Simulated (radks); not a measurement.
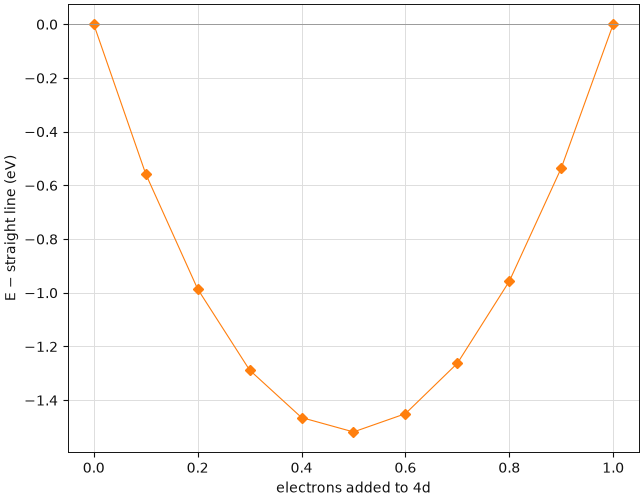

Theory: Dirac Kohn-Sham, LDA (Slater exchange, Perdew-Wang correlation), spin-unpolarised, spherical densities, finite nucleus (computed with the in-house radial solver radks). The occupation of the 4d shell is varied from Rh²⁺ ([Kr] 4d7 (open shells shared over both j by 2j + 1)) to Rh⁺ ([Kr] 4d8 (open shells shared over both j by 2j + 1)), with spherical fractional occupations. The plot shows the total energy less the straight line between the end points.

### What does the shape say about the method?

The curve is convex (below the straight line), with the largest deviation among the points computed, −1.52 eV, at 0.5. The end points differ by 19.8 eV, the energy to take the electron out. Convexity is the mark of the delocalisation error, which puts fractional charges too low; for p, d and f shells the spherical spreading of the fraction adds to it.
